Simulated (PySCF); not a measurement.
# CH₆NPSi₂ (SMILES [SiH3]N([SiH3])C#P): what the fields show

Input file:

```
{"job": {"kind": "uv", "xc": "CAM-B3LYP", "basis": "def2-SVPD", "nstates": 8, "ntriplets": 3}, "charge": 0, "multiplicity": 1}
Si     1.660996     0.085757     0.116946
N     -0.086890     0.246445    -0.023960
Si    -1.336206    -0.994314     0.009461
C     -0.525937     1.480071    -0.211152
P     -1.045772     2.932776    -0.428839
H      1.871476    -1.334669     0.366992
H      2.090280     0.929426     1.231081
H      2.257064     0.531127    -1.142370
H     -0.608627    -2.231217     0.265939
H     -2.002597    -0.992059    -1.292302
H     -2.268363    -0.650672     1.082241
```

Launched as:

```sh
OMP_NUM_THREADS=1 python probes_run.py task.json out
```

Geometry: GFN2-xTB.

Theory: CAM-B3LYP/def2-SVPD, SCF density, gas phase (PySCF).

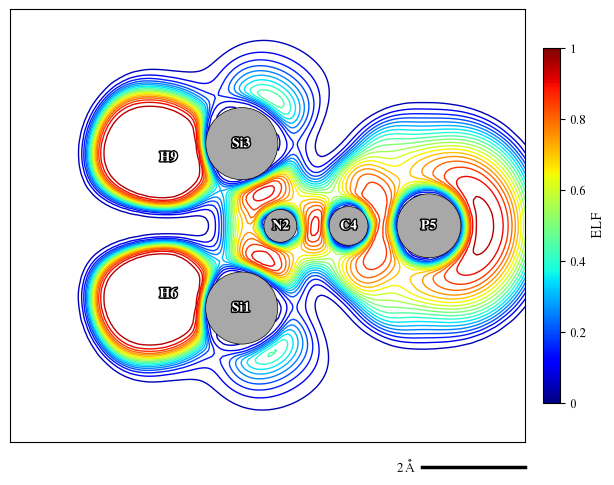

Figure 1. ELF on the plane of atoms Si1, N2 and C4. Grey discs cover the atomic cores.

Q: Read the bonding off the picture.

A: The section cuts through Si, N, C, P and H sites. C–N (1.32 Å): the ELF peaks at about 0.90 between the atoms: localised, covalent bonding. C–P (1.56 Å): the ELF peaks at about 0.85 between the atoms (localised, covalent bonding). Si–N (1.76 Å): the ELF peaks at about 0.90 between the atoms (a polar covalent bond). Si–H (1.46 Å): the ELF climbs to about 1 towards the hydrogen, as it does in any bond to H. The ELF also peaks beside P5, away from the bonds: lone-pair regions.

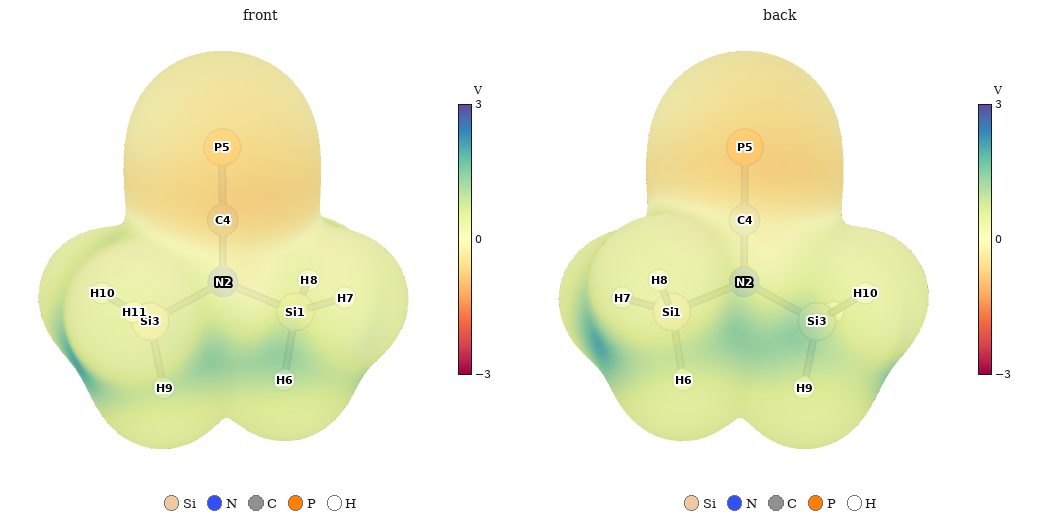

Figure 2. The electrostatic potential painted on the density surface at 0.002 e/bohr³, seen from the front and from behind; red is negative and blue positive.

Q: Which sites attract a positive test charge, and which a negative one?

A: A positive charge is drawn to the negative regions and a negative charge to the positive ones. The most negative region (about −0.8 V, or −18 kcal/mol for a unit charge) lies over C4 and P5, the most positive (about +2.0 V, or +46 kcal/mol for a unit charge) over Si1 and Si3.

Q: What dipole moment does the calculation give?

A: Its dipole moment is 2.53 D.
